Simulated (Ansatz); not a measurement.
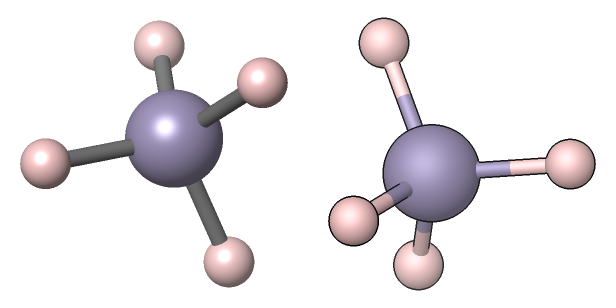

The same structure drawn twice, from different directions. Colours: tin purple, hydrogen pink.

Identify the structure.

The molecule is SnH₄. This geometry has Td symmetry. Coordination: 1 Sn tetrahedral.

More results for the same structure follow; atom numbers are the same in all pictures, views and colours differ. Computed geometry: PBE0-D4/def2-TZVP optimisation.

## Geometry

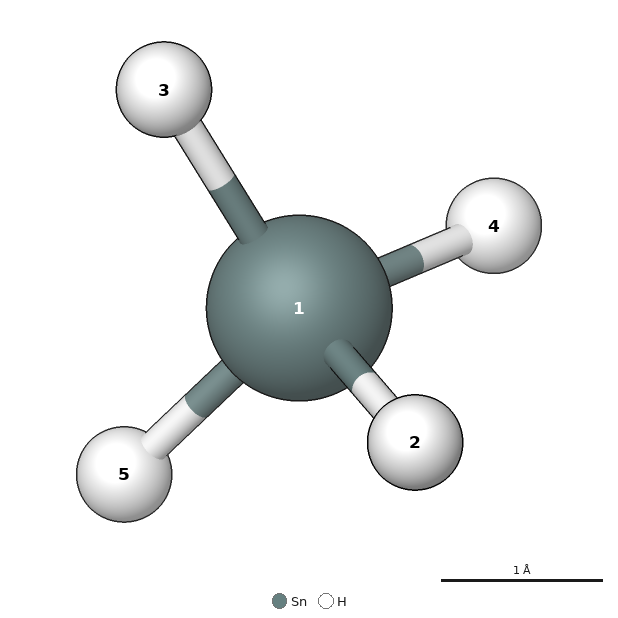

Atoms carry their numbers in the input.

Give these bond angles: H2–Sn1–H3.

```json
{"angle": "H2–Sn1–H3", "degrees": "109.5"}
```

## Electronic properties

Properties computed with RKS PBE0-D4/def2-TZVPP, core potentials on Sn (Ansatz 0.2.0).

> Estimate the HOMO energy (Kohn–Sham orbital).

−9.16 eV.

> Estimate the HOMO–LUMO gap.

9.85 eV.

## Thermal motion

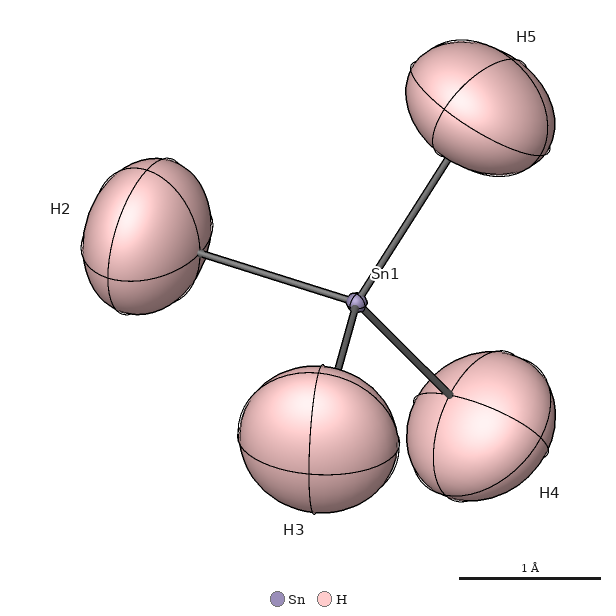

Displacement ellipsoids at the 50 % level, enlarged 3 times, from the internal vibrations of the free molecule (harmonic, no overall translation or rotation; no half-axis is drawn under 0.075 Å). Vibrations computed with RKS PBE0-D4/def2-TZVP, core potentials on Sn (Ansatz 0.2.0). Temperature: 298 K.

> Which atom moves most?

H2, H3, H4, H5, with U_eq = 0.0131 Å².

> Does H2 move more along its bond or across it?

Across it: the root-mean-square amplitude is 0.092 Å along the bond and up to 0.124 Å across, since bending and torsion are softer than stretching.

Give the displacement parameters, one line for each set of equivalent atoms.

| atom | U_eq (Å²) | rms amplitudes (Å) |
| --- | --- | --- |
| Sn1 | < 0.00001 | 0.002, 0.002, 0.002 |
| H2, H3, H4, H5 | 0.0131 | 0.092, 0.124, 0.124 |

## Charges

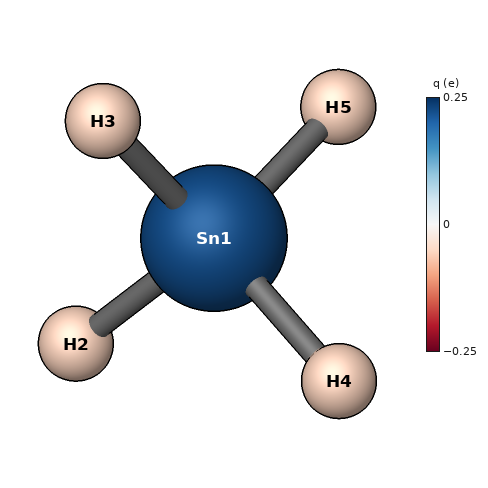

Atoms are coloured by their Mulliken charges. Properties computed with RKS PBE0-D4/def2-TZVP, core potentials on Sn (Ansatz 0.2.0).

List the Mulliken charges.

```json
{"atom": "Sn1", "value (e)": "0.22"}
{"atom": "H2", "value (e)": "−0.06"}
{"atom": "H3", "value (e)": "−0.06"}
{"atom": "H4", "value (e)": "−0.06"}
{"atom": "H5", "value (e)": "−0.06"}
```

Mulliken values depend strongly on the basis set and can even reverse the polarity of a bond.
